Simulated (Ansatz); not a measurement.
```xyz
5

B    -2.1713    1.0236   -0.2920
F    -2.9725    1.9702   -0.5825
Si   -1.0097   -0.1777    0.6830
H    -1.6733   -1.4300    0.1614
H     0.1486   -0.0214   -0.2733
```

Geometry: B3LYP/6-31G*.

The calculation used isolated molecule in a Gaussian basis; Kohn-Sham density functional theory, functional PBE0 (Ansatz).

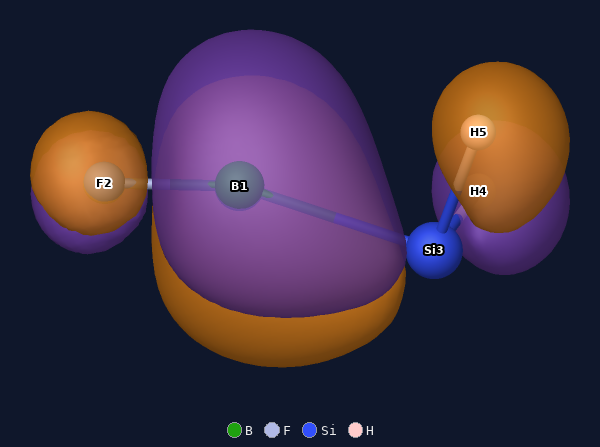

BFH2Si (SMILES FB=[SiH2]). One frontier orbital at ±0.1 Å⁻³ᐟ² (orange and purple are the two phases), seen from one side.

Which orbital is it: HOMO or LUMO?

Answer. The LUMO, at −1.96 eV. It lies mainly on B1 (about 60 %), Si3 (about 20 %) and F2 (about 10 %).
